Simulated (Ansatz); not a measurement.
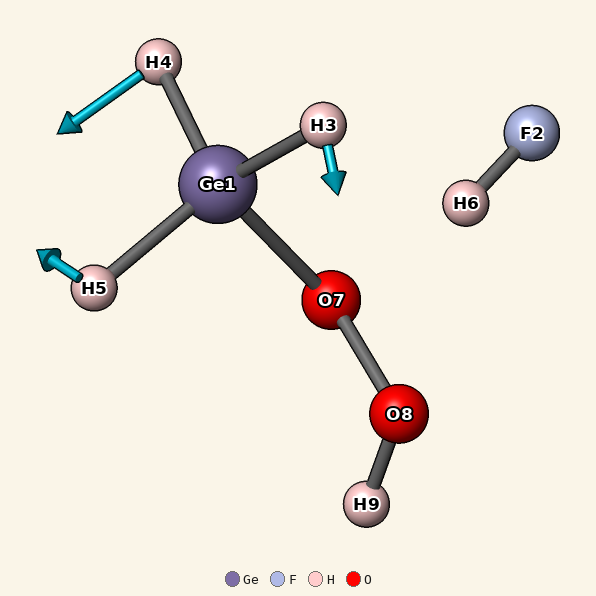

The arrows show one normal mode. Harmonic vibrations computed with RKS PBE0-D4/def2-TZVP (Ansatz 0.2.0) at a stationary point of the same level.

Question: What kind of motion is it?

Answer: Mostly H–Ge–H bending.

Question: Estimate its harmonic wavenumber.

Answer: 857 cm⁻¹; it is mode 13 of 21 counted from the lowest.
